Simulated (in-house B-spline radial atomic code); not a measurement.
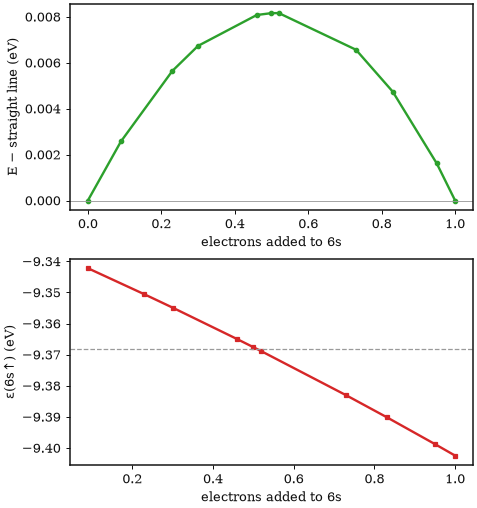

Level of theory: scalar-relativistic (spin-free one-electron X2C) Hartree-Fock (fractional occupations), spin-polarised, spherical fractional occupations, Fermi nucleus, basis-set limit. Computed with an in-house B-spline radial code. The occupation of the 6s shell is varied from Ba²⁺ ([Xe]) to Ba⁺ ([Xe] 6s1 (high spin)), with spherical fractional occupations. The plot shows the total energy less the straight line between the end points, and the eigenvalue of 6s↑ (the dashed line is minus the energy to take the whole electron out).

**What does the shape say about the method?**

The curve is nearly straight, with the largest deviation among the points computed, 0.01 eV, at 0.52. The end points differ by 9.37 eV, the energy to take the electron out. The eigenvalue, which is the slope of the energy (Janak's theorem), moves from −9.34 eV at 0.09 to −9.40 eV at 1; for a straight line it would stay constant, and a parabola would sag by an eighth of this change, scaled to a whole electron, 0.01 eV. Exact exchange at spherical fractional occupations leaves self-interaction in partly filled shells, which adds to the curvature.
